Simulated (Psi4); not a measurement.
**Geometry relaxation of O₂ (part 3 of 4)**

O₂, multiplicity 3; PBE/def2-SVP, UKS (Psi4 1.11). The geometry comes from this level: PBE0-D4/def2-TZVP.

Geometry of the input (Å):
```
O  0.5095  -0.1648  0.2625
O  -0.5095  0.1648  -0.2625
```

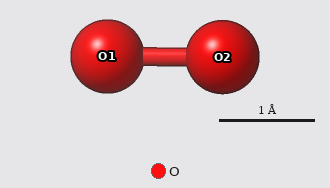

Fig. 1: The geometry at step 2 of the log (ball-and-stick view, seen on its broad side; atoms are numbered from 1 in the order of the input).

What the program printed, continued:
```
  Rotational constants: A = ************  B =      1.43110  C =      1.43110 [cm^-1]
  Rotational constants: A = ************  B =  42903.41108  C =  42903.41108 [MHz]
  Nuclear repulsion =   27.905793980749461

  Charge       = 0
  Multiplicity = 3
  Electrons    = 16
  Nalpha       = 9
  Nbeta        = 7

   => Auxiliary Basis Set <=

  Basis Set: CC-PVTZ-JKFIT
    Blend: CC-PVTZ-JKFIT
    Number of shells: 50
    Number of basis functions: 158
    Number of Cartesian functions: 192
    Spherical Harmonics?: true
    Max angular momentum: 4

  Cached 100.0% of DFT collocation blocks in 0.082 [GiB].

  Minimum eigenvalue in the overlap matrix is 1.5414007041E-02.
  Reciprocal condition number of the overlap matrix is 5.0671409062E-03.
    Using symmetric orthogonalization.

  ==> Iterations <==

                           Total Energy        Delta E     RMS |[F,P]|

   @DF-UKS iter   0:  -150.06550771335506   -1.50066e+02   3.85659e-05
   @DF-UKS iter   1:  -150.06584849051933   -3.40777e-04   9.36744e-06 DIIS
   @DF-UKS iter   2:  -150.06584850462440   -1.41051e-08   5.65785e-06 DIIS
   @DF-UKS iter   3:  -150.06584851303080   -8.40640e-09   7.49476e-07 DIIS
   @DF-UKS iter   4:  -150.06584851320716   -1.76357e-10   2.25228e-08 DIIS
   @DF-UKS iter   5:  -150.06584851320596    1.19371e-12   6.87172e-08 DIIS
   @DF-UKS iter   6:  -150.06584851320733   -1.36424e-12   5.09521e-10 DIIS
  Energy and wave function converged.

  ==> Post-Iterations <==

   Electrons on quadrature grid:
      Nalpha   =    8.9999999973 ; deviation = -2.690e-09
      Nbeta    =    6.9999999866 ; deviation = -1.344e-08
      Ntotal   =   15.9999999839 ; deviation = -1.613e-08

   @Spin Contamination Metric:   3.120610824E-03
   @S^2 Expected:                2.000000000E+00
   @S^2 Observed:                2.003120611E+00
   @S   Expected:                1.000000000E+00
   @S   Observed:                1.000000000E+00

    Final Occupation by Irrep:
              A
    DOCC [     7 ]
    SOCC [     2 ]
    NA   [     9 ]
    NB   [     7 ]

  @DF-UKS Final Energy:  -150.06584851320733

   => Energetics <=

    Nuclear Repulsion Energy =             27.9057939807494613
    One-Electron Energy =                -261.4232820924710268
    Two-Electron Energy =                 100.3376578936233443
    DFT Exchange-Correlation Energy =     -16.8860182951090856
    Empirical Dispersion Energy =           0.0000000000000000
    VV10 Nonlocal Energy =                  0.0000000000000000
    Total Energy =                       -150.0658485132073281

  UHF NO Occupations:
  HONO-2 :    7  A 1.9995053
  HONO-1 :    8  A 1.0000000
  HONO-0 :    9  A 1.0000000
  LUNO+0 :   10  A 0.0004947
  LUNO+1 :   11  A 0.0004947
  LUNO+2 :   12  A 0.0003984
  LUNO+3 :   13  A 0.0001546

Computation Completed

Properties will be evaluated at   0.000000,   0.000000,   0.000000 [a0]

Properties computed using the SCF density matrix

 Multipole Moments:

 ------------------------------------------------------------------------------------
     Multipole            Electronic (a.u.)      Nuclear  (a.u.)        Total (a.u.)
 ------------------------------------------------------------------------------------

 L = 1.  Multiply by 2.5417464519 to convert [e a0] to [Debye]
 Dipole X            :         -0.0000000            0.0000000           -0.0000000
 Dipole Y            :          0.0000000            0.0000000            0.0000000
 Dipole Z            :         -0.0000000            0.0000000           -0.0000000
 Magnitude           :                                                    0.0000000

 ------------------------------------------------------------------------------------

	total time  =          2 seconds =       0.03 minutes

         ------------------------------------------------------------
                                   SCF GRAD
         ------------------------------------------------------------

  ==> Geometry <==

    Molecular point group: c1
    Full point group: D_inf_h

    Geometry (in Angstrom), charge = 0, multiplicity = 3:

       Center              X                  Y                   Z               Mass
    ------------   -----------------  -----------------  -----------------  -----------------
         O            0.606815586509    -0.000000000000     0.000000000000    15.994914619570
         O           -0.606815586509     0.000000000000    -0.000000000000    15.994914619570

  Nuclear repulsion =   27.905793980749461

   => Molecular Quadrature <=

    Radial Scheme          =       TREUTLER
    Pruning Scheme         =           NONE
    Nuclear Scheme         =       TREUTLER

    Blocking Scheme        =         OCTREE
    BS radius alpha        =              1
    Pruning alpha          =              1
    Radial Points          =             99
    Spherical Points       =            590
    Total Points           =         106928
    Total Blocks           =            878
    Max Points             =            256
    Max Functions          =             28
    Weights Tolerance      =       1.00E-15

  -Total Gradient:
     Atom            X                  Y                   Z
    ------   -----------------  -----------------  -----------------
       1       -0.000038472104    -0.000000000000    -0.000000000000
       2        0.000038472104    -0.000000000000    -0.000000000000

	total time  =          0 seconds =       0.00 minutes

    			-----------------------------------------

    			 OPTKING 3.0: for geometry optimizations

    			        with contributions from

    			-----------------------------------------

	                            ===> Fragment 1 <==

	 Z (Atomic Numbers)          Masses                          Geom
	       8.000000            15.994915          1.14671527 -0.00000000  0.00000000
	       8.000000            15.994915         -1.14671527  0.00000000 -0.00000000

	 - Coordinate -           - BOHR/RAD -       - ANG/DEG -
	 R(1,2)           =         2.293431           1.213631

	        --- Internal Coordinate Step in ANG or DEG, aJ/ANG or AJ/DEG ---
	-------------------------------------------------------------------------------
	           Coordinate      Previous         Force          Change          New
	           ----------      --------        ------          ------        ------
	               R(1,2)       1.21363        0.00032        0.00002       1.21366
	-------------------------------------------------------------------------------

	                                 ==> Convergence Check <==

	Measures of convergence in internal coordinates in au.

	Criteria marked as inactive (o), active & met (*), and active & unmet ( ).

	----------------------------------------------------------------------------------------------
	   Step    Total Energy     Delta E     Max Force     RMS Force      Max Disp      RMS Disp
	----------------------------------------------------------------------------------------------
	  Convergence Criteria              o    1.50e-05 *    1.00e-05 *    6.00e-05 *    4.00e-05 *
	----------------------------------------------------------------------------------------------
	     4    -150.06584851   -1.64e-07 o    3.85e-05      3.85e-05      4.53e-05 *    4.53e-05    ~
	----------------------------------------------------------------------------------------------

Next Geometry in Ang
	Fragment 1 (Ang)

	    O   0.6068275739  -0.0000000000   0.0000000000
	    O  -0.6068275739   0.0000000000  -0.0000000000

    Structure for next step:
    Molecular point group: c1
    Full point group: D_inf_h

    Geometry (in Angstrom), charge = 0, multiplicity = 3:

    O            0.606827573936    -0.000000000000     0.000000000000
    O           -0.606827573936     0.000000000000    -0.000000000000

gradient() will perform analytic gradient computation.

  ==> Geometry <==

    Molecular point group: c1
    Full point group: D_inf_h

    Geometry (in Angstrom), charge = 0, multiplicity = 3:

       Center              X                  Y                   Z               Mass
    ------------   -----------------  -----------------  -----------------  -----------------
         O            0.606827573936    -0.000000000000     0.000000000000    15.994914619570
         O           -0.606827573936     0.000000000000    -0.000000000000    15.994914619570

  Running in c1 symmetry.

  Rotational constants: A = ************  B =      1.43105  C =      1.43105 [cm^-1]
  Rotational constants: A = ************  B =  42901.71605  C =  42901.71605 [MHz]
  Nuclear repulsion =   27.905242722560104

  Charge       = 0
  Multiplicity = 3
  Electrons    = 16
  Nalpha       = 9
  Nbeta        = 7

   => Auxiliary Basis Set <=

  Basis Set: CC-PVTZ-JKFIT
    Blend: CC-PVTZ-JKFIT
    Number of shells: 50
    Number of basis functions: 158
    Number of Cartesian functions: 192
    Spherical Harmonics?: true
    Max angular momentum: 4

  Cached 100.0% of DFT collocation blocks in 0.082 [GiB].

  Minimum eigenvalue in the overlap matrix is 1.5415465179E-02.
  Reciprocal condition number of the overlap matrix is 5.0676650309E-03.
    Using symmetric orthogonalization.

  ==> Iterations <==

                           Total Energy        Delta E     RMS |[F,P]|

   @DF-UKS iter   0:  -150.06582272701235   -1.50066e+02   2.91773e-06
   @DF-UKS iter   1:  -150.06584851400842   -2.57870e-05   7.08804e-07 DIIS
   @DF-UKS iter   2:  -150.06584851408920   -8.07745e-11   4.28117e-07 DIIS
   @DF-UKS iter   3:  -150.06584851413726   -4.80611e-11   5.67007e-08 DIIS
   @DF-UKS iter   4:  -150.06584851413828   -1.02318e-12   5.13225e-10 DIIS
  Energy and wave function converged.

  ==> Post-Iterations <==

   Electrons on quadrature grid:
      Nalpha   =    8.9999999973 ; deviation = -2.681e-09
      Nbeta    =    6.9999999866 ; deviation = -1.343e-08
      Ntotal   =   15.9999999839 ; deviation = -1.611e-08

   @Spin Contamination Metric:   3.120671511E-03
   @S^2 Expected:                2.000000000E+00
   @S^2 Observed:                2.003120672E+00
   @S   Expected:                1.000000000E+00
   @S   Observed:                1.000000000E+00

    Orbital Energies [Eh]
    ---------------------

    Alpha Occupied:

       1A    -18.896180     2A    -18.895722     3A     -1.186924
       4A     -0.723674     5A     -0.485986     6A     -0.485986
       7A     -0.482929     8A     -0.239498     9A     -0.239498

    Alpha Virtual:

      10A      0.158499    11A      0.677644    12A      0.764369
      13A      0.764369    14A      0.768363    15A      0.859224
      16A      0.880566    17A      0.880566    18A      1.112750
      19A      2.002512    20A      2.002512    21A      2.261335
      22A      2.261335    23A      2.543292    24A      2.543293
      25A      2.652534    26A      3.173250    27A      3.173250
      28A      3.701668

    Beta Occupied:

       1A    -18.870451     2A    -18.870018     3A     -1.143190
       4A     -0.659193     5A     -0.448175     6A     -0.416241
       7A     -0.416241

    Beta Virtual:

       8A     -0.154403     9A     -0.154403    10A      0.198754
      11A      0.709032    12A      0.792247    13A      0.815442
      14A      0.815442    15A      0.872600    16A      0.933271
      17A      0.933271    18A      1.147877    19A      2.040674
      20A      2.040674    21A      2.340545    22A      2.340545
      23A      2.628678    24A      2.628678    25A      2.693727
      26A      3.224430    27A      3.224430    28A      3.737647

    Final Occupation by Irrep:
              A
    DOCC [     7 ]
    SOCC [     2 ]
    NA   [     9 ]
    NB   [     7 ]

  @DF-UKS Final Energy:  -150.06584851413828

   => Energetics <=

    Nuclear Repulsion Energy =             27.9052427225601036
    One-Electron Energy =                -261.4222278231516157
    Two-Electron Energy =                 100.3371341887999790
    DFT Exchange-Correlation Energy =     -16.8859976023467340
    Empirical Dispersion Energy =           0.0000000000000000
    VV10 Nonlocal Energy =                  0.0000000000000000
    Total Energy =                       -150.0658485141382812

  UHF NO Occupations:
  HONO-2 :    7  A 1.9995053
  HONO-1 :    8  A 1.0000000
  HONO-0 :    9  A 1.0000000
  LUNO+0 :   10  A 0.0004947
  LUNO+1 :   11  A 0.0004947
  LUNO+2 :   12  A 0.0003984
  LUNO+3 :   13  A 0.0001546

Computation Completed

Properties will be evaluated at   0.000000,   0.000000,   0.000000 [a0]

Properties computed using the SCF density matrix

 Multipole Moments:

 ------------------------------------------------------------------------------------
     Multipole            Electronic (a.u.)      Nuclear  (a.u.)        Total (a.u.)
 ------------------------------------------------------------------------------------

 L = 1.  Multiply by 2.5417464519 to convert [e a0] to [Debye]
 Dipole X            :          0.0000000            0.0000000            0.0000000
 Dipole Y            :         -0.0000000            0.0000000           -0.0000000
 Dipole Z            :          0.0000000            0.0000000            0.0000000
 Magnitude           :                                                    0.0000000

 ------------------------------------------------------------------------------------

	total time  =          1 seconds =       0.02 minutes

         ------------------------------------------------------------
                                   SCF GRAD
         ------------------------------------------------------------

  ==> Geometry <==

    Molecular point group: c1
    Full point group: D_inf_h

    Geometry (in Angstrom), charge = 0, multiplicity = 3:

       Center              X                  Y                   Z               Mass
    ------------   -----------------  -----------------  -----------------  -----------------
         O            0.606827573936    -0.000000000000     0.000000000000    15.994914619570
         O           -0.606827573936     0.000000000000    -0.000000000000    15.994914619570

  Nuclear repulsion =   27.905242722560104

   => Molecular Quadrature <=

    Radial Scheme          =       TREUTLER
    Pruning Scheme         =           NONE
    Nuclear Scheme         =       TREUTLER

    Blocking Scheme        =         OCTREE
    BS radius alpha        =              1
    Pruning alpha          =              1
    Radial Points          =             99
    Spherical Points       =            590
    Total Points           =         106928
    Total Blocks           =            878
    Max Points             =            256
    Max Functions          =             28
    Weights Tolerance      =       1.00E-15

  -Total Gradient:
     Atom            X                  Y                   Z
    ------   -----------------  -----------------  -----------------
       1       -0.000002913010     0.000000000000     0.000000000000
       2        0.000002913010     0.000000000000    -0.000000000000

	total time  =          1 seconds =       0.02 minutes

    			-----------------------------------------

    			 OPTKING 3.0: for geometry optimizations

    			        with contributions from

    			-----------------------------------------

	                            ===> Fragment 1 <==

	 Z (Atomic Numbers)          Masses                          Geom
	       8.000000            15.994915          1.14673792 -0.00000000  0.00000000
	       8.000000            15.994915         -1.14673792  0.00000000 -0.00000000

	 - Coordinate -           - BOHR/RAD -       - ANG/DEG -
	 R(1,2)           =         2.293476           1.213655

	        --- Internal Coordinate Step in ANG or DEG, aJ/ANG or AJ/DEG ---
	-------------------------------------------------------------------------------
	           Coordinate      Previous         Force          Change          New
	           ----------      --------        ------          ------        ------
	               R(1,2)       1.21366        0.00002        0.00000       1.21366
	-------------------------------------------------------------------------------

	                                 ==> Convergence Check <==

	Measures of convergence in internal coordinates in au.

	Criteria marked as inactive (o), active & met (*), and active & unmet ( ).

	----------------------------------------------------------------------------------------------
	   Step    Total Energy     Delta E     Max Force     RMS Force      Max Disp      RMS Disp
	----------------------------------------------------------------------------------------------
	  Convergence Criteria              o    1.50e-05 *    1.00e-05 *    6.00e-05 *    4.00e-05 *
	----------------------------------------------------------------------------------------------
	     5    -150.06584851   -9.31e-10 o    2.91e-06 *    2.91e-06 *    3.43e-06 *    3.43e-06 *  ~
	----------------------------------------------------------------------------------------------

Next Geometry in Ang
	Fragment 1 (Ang)

	    O   0.6068284817  -0.0000000000   0.0000000000
	    O  -0.6068284817   0.0000000000  -0.0000000000

    Final optimized geometry and variables:
    Molecular point group: c1
    Full point group: D_inf_h

    Geometry (in Angstrom), charge = 0, multiplicity = 3:

    O            0.606827573936    -0.000000000000     0.000000000000
    O           -0.606827573936     0.000000000000    -0.000000000000

  Variable Map:
  ----------------------------------------------------------------------------
  "CURRENT ENERGY"              =>    -150.065848514138
  "CURRENT REFERENCE ENERGY"    =>    -150.065848514138
  "DD SOLVATION ENERGY"         =>       0.000000000000
  "DFT FUNCTIONAL TOTAL ENERGY" =>    -150.065848514138
  "DFT TOTAL ENERGY"            =>    -150.065848514138
  "DFT VV10 ENERGY"             =>       0.000000000000
  "DFT XC ENERGY"               =>     -16.885997602347
  "GRID ELECTRONS ALPHA"        =>       8.999999997319
  "GRID ELECTRONS BETA"         =>       6.999999986571
  "GRID ELECTRONS TOTAL"        =>      15.999999983890
  "NUCLEAR REPULSION ENERGY"    =>      27.905242722560
  "ONE-ELECTRON ENERGY"         =>    -261.422227823152
  "OPTIMIZATION ITERATIONS"     =>       5.000000000000
  "PCM POLARIZATION ENERGY"     =>       0.000000000000
  "PE ENERGY"                   =>       0.000000000000
  "SCF ITERATION ENERGY"        =>    -150.065848514138
  "SCF ITERATIONS"              =>       4.000000000000
  "SCF TOTAL ENERGY"            =>    -150.065848514138
  "TWO-ELECTRON ENERGY"         =>     100.337134188800
  "XC GRID RADIAL POINTS"       =>      99.000000000000
  "XC GRID SPHERICAL POINTS"    =>     590.000000000000
  "XC GRID TOTAL POINTS"        =>  106928.000000000000

  Array Variable Map:
  ----------------------------------------------------------------------------
  "CURRENT DIPOLE"              =>       0.000000003477 ... 0.000000000000 1 by 3
  "CURRENT GRADIENT"            =>      -0.000002913010 ... -0.000000000000 2 by 3
  "DFT TOTAL GRADIENT"          =>      -0.000002913010 ... -0.000000000000 2 by 3
  "SCF DIPOLE"                  =>       0.000000003477 ... 0.000000000000 1 by 3
  "SCF TOTAL ENERGIES"          =>    -150.065822727012 ... -150.065848514138 1 by 5
  "SCF TOTAL GRADIENT"          =>      -0.000002913010 ... -0.000000000000 2 by 3

    Psi4 run time: 0:00:11.77

[set-up sections that repeat, and orbital energies of the middle runs, are left out above]
```

Standard output:
```
Optimizer: Optimization complete!
```

Trajectory as extended XYZ (Å, eV, eV/Å), 5 frames, from step=0 to step=4:
```
2
Properties=species:S:1:pos:R:3:forces:R:3 step=0 energy=-4083.48229
O     0.5095   -0.1648    0.2625    1.4698  -0.4755   0.7571
O    -0.5095    0.1648   -0.2625   -1.4698   0.4755  -0.7571
2
Properties=species:S:1:pos:R:3:forces:R:3 step=1 energy=-4083.49897
O     0.5165   -0.1671    0.2660    0.3017  -0.0976   0.1554
O    -0.5165    0.1671   -0.2660   -0.3017   0.0976  -0.1554
2
Properties=species:S:1:pos:R:3:forces:R:3 step=2 energy=-4083.49976
O     0.5183   -0.1677    0.2670    0.0224  -0.0072   0.0115
O    -0.5183    0.1677   -0.2670   -0.0224   0.0072  -0.0115
2
Properties=species:S:1:pos:R:3:forces:R:3 step=3 energy=-4083.49977
O     0.5184   -0.1677    0.2670    0.0017  -0.0006   0.0009
O    -0.5184    0.1677   -0.2670   -0.0017   0.0006  -0.0009
2
Properties=species:S:1:pos:R:3:forces:R:3 step=4 energy=-4083.49977
O     0.5185   -0.1677    0.2670    0.0001   0.0000   0.0001
O    -0.5185    0.1677   -0.2670   -0.0001   0.0000  -0.0001
```
